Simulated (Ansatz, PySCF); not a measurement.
H3NSe (SMILES N[SeH]) and H2O (SMILES O) are pulled apart as rigid monomers along the line of their centres of mass, from the B3LYP-D3(BJ)/def2-TZVP minimum. Starting geometry (charge 0, multiplicity 1):
```xyz
8

N     -1.07292     0.40476     0.50212
Se     0.39156    -0.45012    -0.29184
H     -1.14491     1.36279     0.18173
H     -1.93319    -0.08622     0.29239
H     -0.03129    -0.39510    -1.71329
O     -0.20334     0.36879     3.33455
H     -0.57862     0.39415     2.43657
H     -0.30254    -0.54208     3.62689
```

Interaction energies with rigid monomers; basis-set methods are counterpoise corrected unless marked otherwise.

Run with Ansatz (Gaussian orbitals); PySCF for the dispersion terms. Values without a source in brackets are computed.

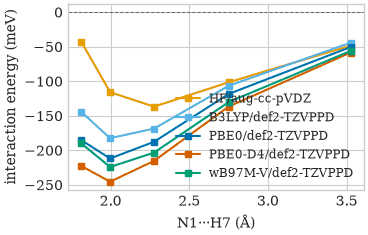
Fig. 1. Interaction energy against separation

### Question
Which level binds most strongly at N1···H7 = 2.00, and by how much?

### Answer
PBE0-D4/def2-TZVPPD, -245 meV.

Ansatz is a quantum-chemistry and plane-wave program.
